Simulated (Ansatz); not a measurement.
# Tungsten, diamond under r²SCAN: structure, energy and stiffness

The plan for tungsten in the diamond structure: relax it, solve it on a dense k-mesh, switch on spin-orbit coupling, then scale the cell to 7 volumes from 88 to 112 % of the relaxed one and try a fit of the equation of state. The k-meshes are 10×10×10 for the relaxation; 15×15×15 for the dense run; 9×9×9 for spin-orbit coupling; 11×11×11 for the volumes.

This is W in the diamond structure; at room conditions it is bcc.

Computed with Ansatz 0.2.0 (DFT r2SCAN, plane waves (500 eV) with PAW, scalar-relativistic; the PAW data stem from PBE, with regenerated cores, unless a step says otherwise).

## (1) Starting point

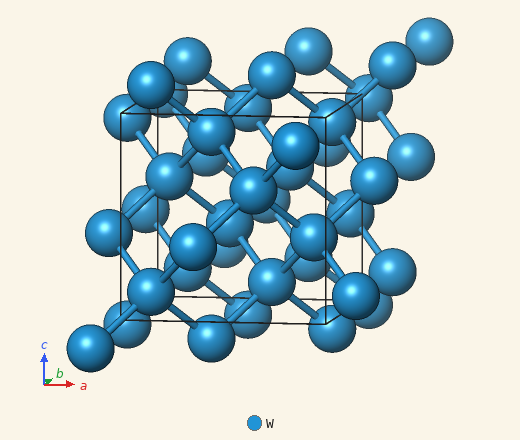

Start, viewed slightly off an axis; tungsten blue. 1×2×1 conventional cells are drawn; the run uses a primitive one. Any atoms on the faces are drawn again on the opposite ones, and bonded neighbours outside are added.

Structure file:

```xyz
2
Lattice="0.0000 2.7761 2.7761 2.7761 0.0000 2.7761 2.7761 2.7761 0.0000" Properties=species:S:1:pos:R:3 pbc="T T T"
W     0.6940    0.6940    0.6940
W     4.8581    4.8581    4.8581
```

## (2) Relaxing cell and atoms

File input.yaml:

```yaml
crystal:
  lattice:
    - [0.0, 2.7760741367, 2.7760741367]
    - [2.7760741367, 0.0, 2.7760741367]
    - [2.7760741367, 2.7760741367, 0.0]
  atoms:
    - { symbol: W, position: [0.125, 0.125, 0.125] }
    - { symbol: W, position: [0.875, 0.875, 0.875] }
hamiltonian:
  xc: r2scan
  pseudopotentials:
    kind: paw
    azcp:
      W: "pseudopotentials/W.paw.azcp"
basis:
  ecutwfc: 500
  fft_grid_basis: typed
kpoints:
  mp_grid: { grid: [10, 10, 10], shift: [0, 0, 0] }
magnetization:
  spin_polarized: false
scf:
  occupations: { method: fermi_dirac, width: 0.1 }
relax:
  max_steps: 60
  f_tol: 0.01
  cell: {}
```

On the command line:

```
ansatz run input.yaml --threads 1 --pin off --max-ram 3584MiB --backend cpu --events-out ev --progress --plain --runs-dir out
```

The log of the run:

```text
Engine: ansatz 0.2.0, x86_64-unknown-linux-gnu
Pseudopotentials: kind: paw
Pseudopotential: W, paw, valence charge 14, recommended cutoff 500 eV (meta_gga), <dir>
Functional definition: r2SCAN
  parameter k0 = 0.174
  parameter k1 = 0.065
  parameter a1 = 4.9479
  exchange = r2scan_x(k0 = k0, k1 = k1, a1 = a1)
  correlation = r2scan_c
Crystal: 2 atoms, lattice volume = 42.788 Å³
Basis set: ecut = 500 eV, 1067 PW (Γ), exchange–correlation on 120×120×120 points (64 copies of the dense FFT grid, shifted against one another)
Bands: 18, of which v1, the nominal top of the filled ones, is band 14 counted from 1 (13 counted from 0)
Symmetry: 48 space group operations
Space group: Fd-3m (ITA 227), of the structure as read, at distance tolerance 3.5e-5 Å
k-points: 47 of 1000
Non-local potential: W, projectors of the file, l = 0: 3, l = 1: 2, l = 2: 2, l = 3: 1
PAW form: soft (Blöchl's): semilocal exchange-correlation on the pseudo side does not see the compensation charge
PAW frozen core: W, regenerated for the run's functional (the file was generated under x = pbe(κ = 0.804, μ = 0.2195149727645171), c = pbe(β = 0.06672455060314922))
PAW one-centre angular grid: W, 590 points (default); XC on 160 Gauss nodes
Initial density: superposition of atomic densities (neutral atoms: chi_scale 0, normalization atom), corrected by the library's trained network
Initial wavefunctions: pseudopotential atomic-orbital guess
Functional: x = r2scan, c = r2scan; τ floored in thin density (d = 2e-4 eV/Å³)
SCF iter   1: F=—  HF=-20788.586921 eV  |F-HF|=—  |Δ(HF+E_count)|=         —  Δρ=7.67e-3  dr2=1.72e-2  dr2_τ=8.35e-2  ethr=1.77e-3  ⟨swp⟩=5.0  Hψ=4160  notcnv=0
preconditioner: auto → Kerker (q_TF=auto, 2.542 Å⁻¹)  [metal: Δε(μ)=0.019 eV  Ē_g=4.743 eV  σ=0.100 eV  W_gap=0.05  n_scr=14 (ndim 8)  ℏωp=19.7 eV  f_vac=0.000  D(μ)=2.54/eV (n_scr^D=26)]
SCF iter   2: F=—  HF=-20788.635002 eV  |F-HF|=—  |Δ(HF+E_count)|=   4.81e-2  Δρ=4.66e-3  dr2=7.98e-3  dr2_τ=2.79e-4  ethr=6.15e-5  ⟨swp⟩=2.2  Hψ=1459  notcnv=0
SCF iter   3: F=—  HF=-20788.634246 eV  |F-HF|=—  |Δ(HF+E_count)|=   7.55e-4  Δρ=9.17e-4  dr2=1.71e-4  dr2_τ=1.80e-4  ethr=2.85e-5  ⟨swp⟩=2.0  Hψ=1139  notcnv=0
SCF iter   4: F=—  HF=-20788.634524 eV  |F-HF|=—  |Δ(HF+E_count)|=   2.78e-4  Δρ=4.66e-4  dr2=5.85e-5  dr2_τ=5.30e-6  ethr=6.12e-7  ⟨swp⟩=2.7  Hψ=1541  notcnv=0
SCF iter   5: F=—  HF=-20788.634606 eV  |F-HF|=—  |Δ(HF+E_count)|=   8.20e-5  Δρ=9.15e-5  dr2=3.01e-6  dr2_τ=4.98e-7  ethr=2.09e-7  ⟨swp⟩=2.3  Hψ=1290  notcnv=0
SCF iter   6: F=—  HF=-20788.634609 eV  |F-HF|=—  |Δ(HF+E_count)|=   3.28e-6  Δρ=2.33e-5  dr2=2.45e-7  dr2_τ=4.10e-8  ethr=1.08e-8  ⟨swp⟩=2.0  Hψ=1150  notcnv=0
SCF iter   7: F=-20788.634610 eV  HF=-20788.634610 eV  |F-HF|=2.03e-8  |Δ(HF+E_count)|=   2.25e-7  Δρ=5.31e-6  dr2=6.48e-9  dr2_τ=5.05e-10  ethr=3.57e-10  ⟨swp⟩=5.0  Hψ=2849  notcnv=0
SCF 1 converged in 7 iterations: F = -20788.634610 eV  dr2 = 6.48e-9
relax step   1: F+E_penalty+E_count = -20788.63460971 eV  Δ(F+E_penalty+E_count) = +0.000e0 eV  max|allowed force component| = 3.701e-17 eV/Å  Δτ_max = 0.0000 Å  P = +19.993 GPa  Ω = 42.788 Å³  (7 SCF iters, dr2 threshold 1.00e-7 eV, accepted)
Crystal: 2 atoms, lattice volume = 49.356 Å³
Basis set: ecut = 500 eV, 1243 PW (Γ), exchange–correlation on 120×120×120 points (64 copies of the dense FFT grid, shifted against one another)
Initial density: handed on by an earlier stage of this run
Initial wavefunctions: those handed on with the density
iter 1 solved again at ethr=2.11e-4 eV; its pass at ethr=3.10e-3 eV (dr2=5.91e-2 eV) is discarded
SCF iter   1: F=—  HF=-20788.128058 eV  |F-HF|=—  |Δ(HF+E_count)|=         —  Δρ=8.13e-3  dr2=5.87e-2  dr2_τ=8.21e-1  ethr=2.11e-4  ⟨swp⟩=1.0  Hψ=5502  notcnv=0
preconditioner: auto → Kerker (q_TF=auto, 2.482 Å⁻¹)  [metal: Δε(μ)=0.005 eV  Ē_g=4.065 eV  σ=0.100 eV  W_gap=0.01  n_scr=14 (ndim 8)  ℏωp=18.3 eV  f_vac=0.000  D(μ)=3.04/eV (n_scr^D=26)]
SCF iter   2: F=—  HF=-20788.961867 eV  |F-HF|=—  |Δ(HF+E_count)|=   8.34e-1  Δρ=6.53e-3  dr2=4.45e-2  dr2_τ=7.07e-4  ethr=2.10e-4  ⟨swp⟩=2.0  Hψ=1596  notcnv=0
SCF iter   3: F=—  HF=-20788.952090 eV  |F-HF|=—  |Δ(HF+E_count)|=   9.78e-3  Δρ=2.78e-3  dr2=3.37e-3  dr2_τ=3.59e-3  ethr=1.59e-4  ⟨swp⟩=2.1  Hψ=1462  notcnv=0
SCF iter   4: F=—  HF=-20788.953514 eV  |F-HF|=—  |Δ(HF+E_count)|=   1.42e-3  Δρ=2.45e-3  dr2=2.42e-3  dr2_τ=4.88e-4  ethr=1.20e-5  ⟨swp⟩=2.0  Hψ=1140  notcnv=0
SCF iter   5: F=—  HF=-20788.953647 eV  |F-HF|=—  |Δ(HF+E_count)|=   1.33e-4  Δρ=9.07e-4  dr2=3.51e-4  dr2_τ=5.48e-5  ethr=8.64e-6  ⟨swp⟩=2.7  Hψ=1475  notcnv=0
SCF iter   6: F=—  HF=-20788.953682 eV  |F-HF|=—  |Δ(HF+E_count)|=   3.52e-5  Δρ=1.61e-4  dr2=9.61e-6  dr2_τ=1.75e-6  ethr=1.25e-6  ⟨swp⟩=2.2  Hψ=1225  notcnv=0
SCF iter   7: F=—  HF=-20788.953690 eV  |F-HF|=—  |Δ(HF+E_count)|=   7.97e-6  Δρ=4.66e-5  dr2=1.11e-6  dr2_τ=1.50e-7  ethr=3.43e-8  ⟨swp⟩=2.3  Hψ=1265  notcnv=0
SCF iter   8: F=-20788.953690 eV  HF=-20788.953690 eV  |F-HF|=5.69e-9  |Δ(HF+E_count)|=   2.16e-8  Δρ=6.50e-6  dr2=1.25e-8  dr2_τ=2.44e-9  ethr=7.14e-10  ⟨swp⟩=5.0  Hψ=3161  notcnv=0
SCF 2 converged in 8 iterations: F = -20788.953690 eV  dr2 = 1.25e-8
relax step   2: F+E_penalty+E_count = -20788.95368982 eV  Δ(F+E_penalty+E_count) = -3.191e-1 eV  max|allowed force component| = 9.252e-18 eV/Å  Δτ_max = 0.0000 Å  P = -1.948 GPa  Ω = 49.356 Å³  energy of the carried Pulay correction = -2.629e-3 eV  (8 SCF iters, dr2 threshold 2.00e-7 eV, accepted)
Crystal: 2 atoms, lattice volume = 48.693 Å³
iter 1 solved again at ethr=1.05e-6 eV; its pass at ethr=3.10e-3 eV (dr2=2.94e-4 eV) is discarded
SCF iter   1: F=—  HF=-20788.950932 eV  |F-HF|=—  |Δ(HF+E_count)|=         —  Δρ=5.85e-4  dr2=2.50e-4  dr2_τ=6.60e-3  ethr=1.05e-6  ⟨swp⟩=2.3  Hψ=5341  notcnv=0
preconditioner: auto → Kerker (q_TF=auto, 2.488 Å⁻¹)  [metal: Δε(μ)=0.013 eV  Ē_g=4.201 eV  σ=0.100 eV  W_gap=0.03  n_scr=14 (ndim 8)  ℏωp=18.4 eV  f_vac=0.000  D(μ)=2.95/eV (n_scr^D=26)]
SCF iter   2: F=—  HF=-20788.958717 eV  |F-HF|=—  |Δ(HF+E_count)|=   7.78e-3  Δρ=5.89e-4  dr2=3.40e-4  dr2_τ=7.01e-6  ethr=8.94e-7  ⟨swp⟩=2.0  Hψ=1480  notcnv=0
SCF iter   3: F=—  HF=-20788.958665 eV  |F-HF|=—  |Δ(HF+E_count)|=   5.13e-5  Δρ=3.46e-4  dr2=1.24e-4  dr2_τ=1.61e-6  ethr=8.94e-7  ⟨swp⟩=1.1  Hψ=878  notcnv=0
SCF iter   4: F=—  HF=-20788.958657 eV  |F-HF|=—  |Δ(HF+E_count)|=   7.81e-6  Δρ=8.05e-5  dr2=5.99e-6  dr2_τ=3.08e-7  ethr=4.42e-7  ⟨swp⟩=2.0  Hψ=1109  notcnv=0
SCF iter   5: F=—  HF=-20788.958659 eV  |F-HF|=—  |Δ(HF+E_count)|=   1.20e-6  Δρ=3.19e-5  dr2=4.09e-7  dr2_τ=3.48e-8  ethr=2.14e-8  ⟨swp⟩=2.0  Hψ=1142  notcnv=0
SCF iter   6: F=-20788.958659 eV  HF=-20788.958659 eV  |F-HF|=4.02e-8  |Δ(HF+E_count)|=   2.09e-7  Δρ=1.53e-5  dr2=1.20e-7  dr2_τ=1.19e-8  ethr=7.14e-10  ⟨swp⟩=4.0  Hψ=2684  notcnv=0
SCF 3 converged in 6 iterations: F = -20788.958659 eV  dr2 = 1.20e-7
relax step   3: F+E_penalty+E_count = -20788.95865884 eV  Δ(F+E_penalty+E_count) = -4.969e-3 eV  max|allowed force component| = 1.665e-16 eV/Å  Δτ_max = 0.0000 Å  P = -0.315 GPa  Ω = 48.693 Å³  energy of the carried Pulay correction = -2.381e-3 eV  (6 SCF iters, dr2 threshold 2.00e-7 eV, accepted)
Crystal: 2 atoms, lattice volume = 48.567 Å³
iter 1 solved again at ethr=4.07e-8 eV; its pass at ethr=3.10e-3 eV (dr2=1.14e-5 eV) is discarded
SCF iter   1: F=—  HF=-20788.958545 eV  |F-HF|=—  |Δ(HF+E_count)|=         —  Δρ=1.11e-4  dr2=8.16e-6  dr2_τ=2.40e-4  ethr=4.07e-8  ⟨swp⟩=3.0  Hψ=5415  notcnv=0
preconditioner: auto → Kerker (q_TF=auto, 2.489 Å⁻¹)  [metal: Δε(μ)=0.009 eV  Ē_g=4.207 eV  σ=0.100 eV  W_gap=0.02  n_scr=14 (ndim 8)  ℏωp=18.5 eV  f_vac=0.000  D(μ)=2.95/eV (n_scr^D=26)]
SCF iter   2: F=—  HF=-20788.958830 eV  |F-HF|=—  |Δ(HF+E_count)|=   2.85e-4  Δρ=1.08e-4  dr2=1.18e-5  dr2_τ=2.67e-7  ethr=2.91e-8  ⟨swp⟩=2.0  Hψ=1483  notcnv=0
SCF iter   3: F=—  HF=-20788.958828 eV  |F-HF|=—  |Δ(HF+E_count)|=   2.05e-6  Δρ=5.43e-5  dr2=3.12e-6  dr2_τ=8.74e-8  ethr=2.91e-8  ⟨swp⟩=2.5  Hψ=1133  notcnv=0
SCF iter   4: F=-20788.958828 eV  HF=-20788.958828 eV  |F-HF|=8.82e-8  |Δ(HF+E_count)|=   8.71e-8  Δρ=1.61e-5  dr2=1.03e-7  dr2_τ=9.34e-9  ethr=7.14e-10  ⟨swp⟩=3.1  Hψ=3429  notcnv=0
SCF 4 converged in 4 iterations: F = -20788.958828 eV  dr2 = 1.03e-7
relax step   4: F+E_penalty+E_count = -20788.95882809 eV  Δ(F+E_penalty+E_count) = -1.692e-4 eV  max|allowed force component| = 2.776e-16 eV/Å  Δτ_max = 0.0000 Å  P = +0.007 GPa  Ω = 48.567 Å³  energy of the carried Pulay correction = -2.333e-3 eV  (4 SCF iters, dr2 threshold 2.00e-7 eV, accepted)
Initial wavefunctions: pseudopotential atomic-orbital guess (no wavefunctions were taken with the density)
iter 1 solved again at ethr=4.55e-8 eV; its pass at ethr=3.10e-3 eV (dr2=1.27e-5 eV) is discarded
SCF iter   1: F=—  HF=-20788.961716 eV  |F-HF|=—  |Δ(HF+E_count)|=         —  Δρ=3.86e-4  dr2=8.38e-6  dr2_τ=9.79e-5  ethr=4.55e-8  ⟨swp⟩=3.5  Hψ=6218  notcnv=0
preconditioner: auto → Kerker (q_TF=auto, 2.489 Å⁻¹)  [metal: Δε(μ)=0.009 eV  Ē_g=4.206 eV  σ=0.100 eV  W_gap=0.02  n_scr=14 (ndim 8)  ℏωp=18.5 eV  f_vac=0.000  D(μ)=2.95/eV (n_scr^D=26)]
SCF iter   2: F=—  HF=-20788.961751 eV  |F-HF|=—  |Δ(HF+E_count)|=   3.57e-5  Δρ=2.06e-4  dr2=2.39e-6  dr2_τ=3.23e-6  ethr=2.99e-8  ⟨swp⟩=2.7  Hψ=1295  notcnv=0
SCF iter   3: F=—  HF=-20788.961765 eV  |F-HF|=—  |Δ(HF+E_count)|=   1.39e-5  Δρ=8.07e-6  dr2=7.26e-9  dr2_τ=5.10e-9  ethr=8.54e-9  ⟨swp⟩=3.0  Hψ=1608  notcnv=0
SCF iter   4: F=—  HF=-20788.961765 eV  |F-HF|=—  |Δ(HF+E_count)|=   3.78e-8  Δρ=2.42e-6  dr2=1.34e-9  dr2_τ=2.56e-10  ethr=2.59e-11  ⟨swp⟩=3.0  Hψ=1666  notcnv=0
SCF iter   5: F=—  HF=-20788.961765 eV  |F-HF|=—  |Δ(HF+E_count)|=   2.94e-9  Δρ=5.02e-7  dr2=1.37e-10  dr2_τ=5.00e-12  ethr=4.80e-12  ⟨swp⟩=2.1  Hψ=1165  notcnv=0
SCF iter   6: F=-20788.961765 eV  HF=-20788.961765 eV  |F-HF|=2.55e-11  |Δ(HF+E_count)|=  1.20e-10  Δρ=1.84e-7  dr2=1.05e-11  dr2_τ=2.67e-12  ethr=1.00e-12  ⟨swp⟩=6.0  Hψ=3765  notcnv=0
SCF 5 converged in 6 iterations: F = -20788.961765 eV  dr2 = 1.05e-11
relax step   5: F+E_penalty+E_count = -20788.96176521 eV  Δ(F+E_penalty+E_count) = -2.937e-3 eV  max|allowed force component| = 1.758e-16 eV/Å  Δτ_max = 0.0000 Å  P = +0.036 GPa  Ω = 48.567 Å³  stress off target by 3.62e-2 GPa  SCF on the basis re-selected at this cell (its energy is not comparable with the rows above)  (6 SCF iters)
basis re-selected at this cell: Δ(F+E_penalty+E_count) = -2.937e-3 eV, ΔP = +0.029 GPa vs the last step (what re-selecting the basis moved, of the pressure what is left beyond the Pulay correction that the steps carried, after the strain that the cell walked since its last selection, with what the two solves' SCF thresholds leave and, on support functions, any second-order correction that the steps lacked; it is no measure of the basis error at this ecutwfc). This SCF's stress stands 3.62e-2 GPa from its target on what of the cell is left free (relax.cell.stress_tol is 5.00e-2 GPa) and its largest allowed force component is 1.76e-16 eV/Å (relax.f_tol is 1.00e-2 eV/Å): within both
SCF converged after 6 iterations
Free energy (F): -20788.961765 eV
Harris-Foulkes:  -20788.961765 eV  (|F-HF|=2.55e-11)
Internal energy: -20788.867466 eV  (E = F + TS)
E sigma→0 (E₀):  -20788.914615 eV
Entropy (-TS):   -0.094300 eV (-47.150 meV/atom)
Fermi energy:    12.591345 eV
--- Per-component energies (eV) ---
  E_band       = -429.697244
  E_kinetic    = 895.506727
  E_local      = -2196.861199  (includes V_loc(G=0)·N_el)
  E_nonlocal   = 13.086609
  E_hartree    = 805.635696
  E_xc         = -492.018934
  E_vxc        = -511.965802  (∫ρ·V_xc dr)
  E_paw        = -17187.984854  (= ΣΔE_a)
  E_vpaw       = -267.850805  (= ΣTr[D̂ρ^β])
  E_aug_tail   = -0.000102  (compensation charges beyond the density's cutoff)
  E_vtau       = 27.116056  (kinetic-family band-sum trace: ∫τ·v_τ [+ j·A + Jᵃ·Aᵃ] dr)
  E_ewald      = -2625.055512
  E_core_change = -1.175898  (= ΣΔE_core)
  E_smearing   = -0.094300  (= −TS)
  E_closure    = 0.000000  (closes the sum)
  Σ components = -20788.961765   (vs F -20788.961765, Δ=0.00e0)
--- Forces (eV/Å), atoms counted from 1 ---
  atom   1  W      0.00000000    -0.00000000    -0.00000000
  atom   2  W     -0.00000000     0.00000000     0.00000000
  max |Σ_I F_I| component: 1.48e-16 eV/Å
--- Stress (GPa, compression-positive) ---
        0.036199       0.000000       0.000000
        0.000000       0.036199       0.000000
        0.000000       0.000000       0.036199
  P = ⅓ Tr σ = 0.0362 GPa (0.362 kbar)
--- Relaxed structure (4 steps of the walk, 4 accepted, 1 SCFs on fresh bases) ---
  F+E_penalty+E_count = -20788.96176521 eV   max|allowed force component| = 1.758e-16 eV/Å   (the final SCF, on the basis selected at the relaxed cell)
  cell:  # Å, volume = 48.5669 Å³
    - [4.8406034312508105e-34, 2.895810092547073, 2.895810092547073]
    - [2.895810092547073, -1.1591971374837466e-33, 2.895810092547073]
    - [2.895810092547073, 2.895810092547073, -4.7132191304284215e-34]
  atoms:
    - { symbol: W, position: [0.125, 0.125, 0.125] }
    - { symbol: W, position: [0.875, 0.875, 0.875] }
```

Run time: 25 s. Hardware: 1 thread of Intel Xeon Platinum 8259CL at 2.50GHz (Skylake/Cascade Lake), shared host; peak memory 0.65 GiB.

Step by step:

| step | energy change (meV/atom) | largest force (eV/Å) | pressure (GPa) | volume (Å³/atom) |
| --- | --- | --- | --- | --- |
| 1 | 0.00 | 0.0000 | 19.99 | 21.394 |
| 2 | -159.54 | 0.0000 | -1.95 | 24.678 |
| 3 | -162.02 | 0.0000 | -0.31 | 24.346 |
| 4 | -162.11 | 0.0000 | 0.01 | 24.283 |
| 5 | -163.58 | 0.0000 | 0.04 | 24.283 |

Steps that repeat a cell are solved on a basis chosen anew, so their changes of energy are no gain of the relaxation.

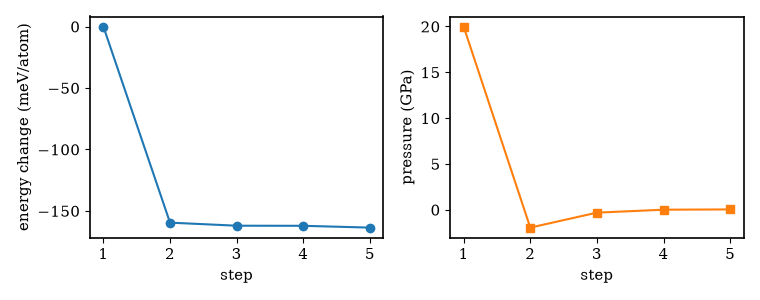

Energy and pressure over the accepted steps.

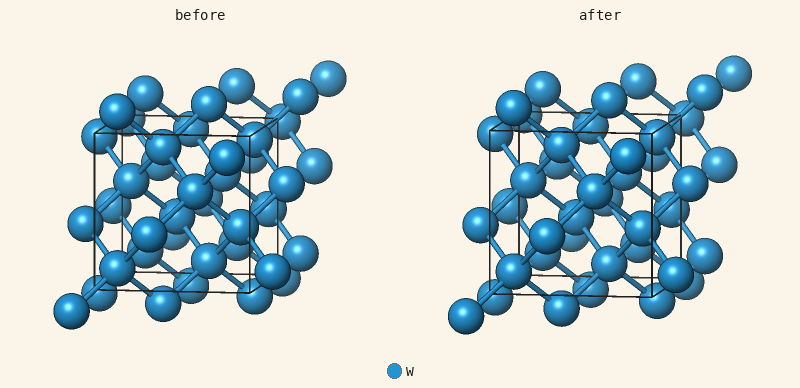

The structure before (left) and after (right), drawn at the same scale. The cells drawn are those of the first picture.

Changes in the cell that was computed:

|  | before | after | change |
| --- | --- | --- | --- |
| a (Å) | 3.926 | 4.095 | +4.3 % |
| b (Å) | 3.926 | 4.095 | +4.3 % |
| c (Å) | 3.926 | 4.095 | +4.3 % |
| volume (Å³/atom) | 21.394 | 24.283 | +13.5 % |
| shortest distance (Å) | 2.404 | 2.508 | +4.3 % |
| space group (spins left aside) | Fd-3m | Fd-3m | same |

## (3) Single point on a dense mesh

File input.yaml:

```yaml
crystal:
  lattice:
    - [0.0, 2.8958100925, 2.8958100925]
    - [2.8958100925, 0.0, 2.8958100925]
    - [2.8958100925, 2.8958100925, 0.0]
  atoms:
    - { symbol: W, position: [0.125, 0.125, 0.125] }
    - { symbol: W, position: [0.875, 0.875, 0.875] }
hamiltonian:
  xc: r2scan
  pseudopotentials:
    kind: paw
    azcp:
      W: "pseudopotentials/W.paw.azcp"
basis:
  ecutwfc: 500
  fft_grid_basis: typed
kpoints:
  mp_grid: { grid: [15, 15, 15], shift: [0, 0, 0] }
magnetization:
  spin_polarized: false
scf:
  occupations: { method: fermi_dirac, width: 0.1 }
output:
  write_density: true
  write_potential: true
  elf: true
  volumetric_format: npy
```

On the command line:

```
ansatz run input.yaml --threads 1 --pin off --max-ram 3584MiB --backend cpu --events-out ev --progress --plain --runs-dir out
```

The log of the run, cut to the lines that bear on the results:

```text
[...]
[... 3 set-up lines as earlier in the session ...]
[...]
Crystal: 2 atoms, lattice volume = 48.567 Å³
Basis set: ecut = 500 eV, 1243 PW (Γ), exchange–correlation on 120×120×120 points (64 copies of the dense FFT grid, shifted against one another)
Bands: 18, of which v1, the nominal top of the filled ones, is band 14 counted from 1 (13 counted from 0)
[... 1 set-up line as earlier in the session ...]
Space group: Fd-3m (ITA 227), of the structure as read, at distance tolerance 3.6e-5 Å
k-points: 120 of 3375
[...]
SCF iter   1: F=—  HF=-20788.936995 eV  |F-HF|=—  |Δ(HF+E_count)|=         —  Δρ=7.51e-3  dr2=2.78e-2  dr2_τ=6.24e-2  ethr=1.77e-3  ⟨swp⟩=5.1  Hψ=10571  notcnv=0
[...]
SCF iter   7: F=-20788.963567 eV  HF=-20788.963567 eV  |F-HF|=1.57e-8  |Δ(HF+E_count)|=   4.37e-7  Δρ=6.88e-6  dr2=1.55e-8  dr2_τ=2.78e-9  ethr=3.57e-10  ⟨swp⟩=4.1  Hψ=6790  notcnv=0
[...]
SCF converged after 7 iterations
Free energy (F): -20788.963567 eV
[...]
E sigma→0 (E₀):  -20788.917981 eV
Entropy (-TS):   -0.091172 eV (-45.586 meV/atom)
Fermi energy:    12.600565 eV
[...]
--- Band table (eV; the first three rows and the last of 120) ---
  k-point 0: bands = ["-62.2697", "-61.8951", "-26.3228", "-26.3228", "-26.3228", "-25.2941", "-25.2941", "-25.2941", "6.1804", "10.6582", "10.6582", "11.3850", "11.3850", "11.3850", "14.2677", "14.2677", "14.2677", "18.3224"]
[...]
```

Wall time 14 s (1 thread of Intel Xeon Platinum 8259CL at 2.50GHz (Skylake/Cascade Lake), shared host); peak memory 0.65 GiB.

Axes a, b and c in the maps are those of this run's conventional cell (a, b, c = 5.792, 5.792, 5.792 Å).

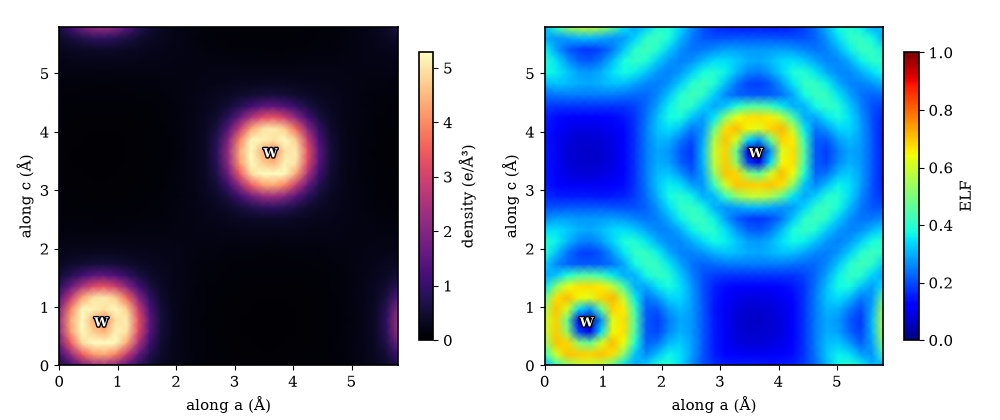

Density (left) and ELF (right) in a lattice plane of the grid's cell (edges 5.79 and 5.79 Å, at 0.125 of the third edge), which holds W. Only atoms in the plane are labelled. Both are smooth fields of the valence electrons: close to the nuclei they are not physical.

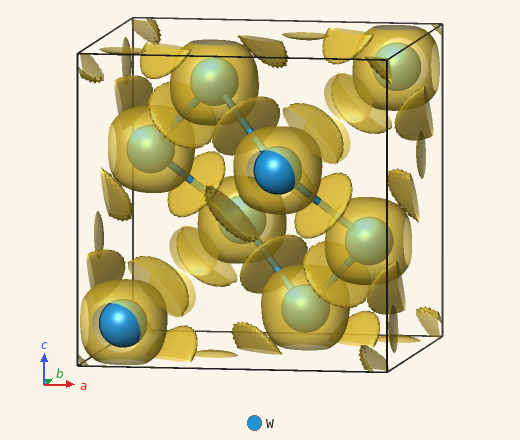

Surface of ELF = 0.47, drawn in one cell.

Maxima of ELF outside the ion cores: 0.53 on the W–W line, 1.3 Å from W.

[end of part 1 of 2]
